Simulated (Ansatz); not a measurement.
The starting structures come from a database of crystals and need not be the phases stable at ambient conditions.

 Where the default PAW files enter, the runs use the earlier of Ansatz's two default sets.

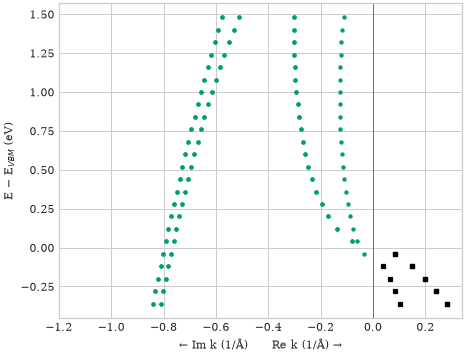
Figure. Complex bands at the centre of the two-dimensional zone; Ansatz (a first-principles code) with r2SCAN

The gap is the functional's own, uncorrected, and κ follows it; spin-orbit coupling is left out. Mid-gap values are interpolated between the computed energies.

This is Ba(MgSb)2 (P-3m1, not sure to be the ambient phase, 5 atoms a cell, 32.7 Å³ an atom) along the normal of (001). Read off the slowest decay at the centre of the two-dimensional zone at 0.60 eV, the computed energy nearest the middle of the gap.

κ ≈ 0.12 1/Å, a decay length 1/(2κ) of the density of 4.2 Å.
